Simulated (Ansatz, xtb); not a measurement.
Stretching the Si1–Cl2 bond in ClH3Si (SMILES [SiH3]Cl) (multiplicity 1 held, fragments rigid). Energies count from the point at 2.066 Å.
Geometry at that point (charge 0, multiplicity 1):
```xyz
5

Si    -0.9909    -0.0342    -0.0269
Cl     1.0734     0.0371     0.0291
H     -1.3975    -1.0115    -1.0553
H     -1.4964     1.3105    -0.3652
H     -1.4809    -0.4500     1.3017
```

R- and RO- levels are restricted; in cc, def2 and unpolarised 6-31G sets they are followed outwards from rest. Unrestricted levels (U-) break spin symmetry where that is lower. Active spaces are followed from a long bond inwards. Levels need not reach the same state.

Frozen-core correlation.

The values were computed with Ansatz (Gaussian basis) for Hartree–Fock, density functionals and correlated methods; xtb for the GFN methods. Each number belongs to the level named beside it. The GFN methods have no spin term and hold the electronic entropy of 300 K.

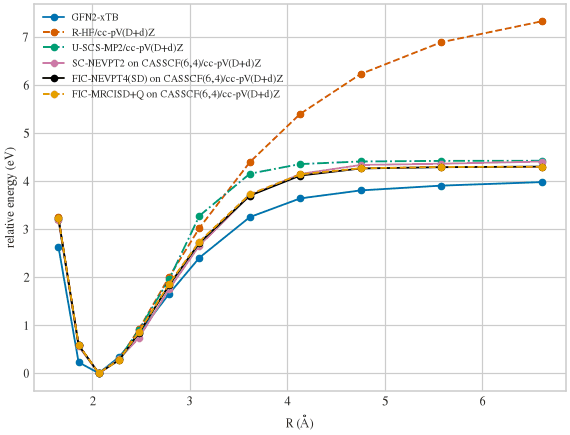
Relative energy along the coordinate

Read off the GFN2-xTB curve at R = 4.753.

about 3.8 eV

Doubts at one or more of the structures used: a restricted determinant that unrestricted orbitals would lower (R-HF/cc-pV(D+d)Z); a spin-contaminated determinant (U-SCS-MP2/cc-pV(D+d)Z); active orbitals that take no part (SC-NEVPT2 on CASSCF(6,4)/cc-pV(D+d)Z, FIC-NEVPT4(SD) on CASSCF(6,4)/cc-pV(D+d)Z, FIC-MRCISD+Q on CASSCF(6,4)/cc-pV(D+d)Z).

Ansatz is a program for electronic structure.
